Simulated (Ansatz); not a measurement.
**K3P: pressure series**

The parent structure is K3P (space group P6_3/mmc, No. 194; a = 5.674 Å, c = 10.036 Å; a model cell).

Cell and atoms are relaxed at each pressure.

Method: r2SCAN (Ansatz, a quantum-chemistry and plane-wave program, PAW, without spin-orbit coupling).

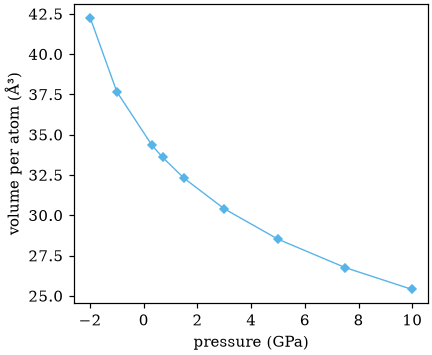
*Volume against pressure*

Estimate the zero-pressure bulk modulus from the plot.

About 16 GPa; a third-order Birch–Murnaghan fit to the points gives V₀ = 34.99 Å³/atom, B₀ = 16 GPa and B₀′ = 4.2.

Between the base and pressure 1.5 GPa the gap moves from 0.61 eV to 0.73 eV, a mean slope of 80 meV/GPa.

Load acts through the strain it causes; cell and atoms are relaxed under it. Stability against distortions was not tested. Competing high-pressure phases were not computed.
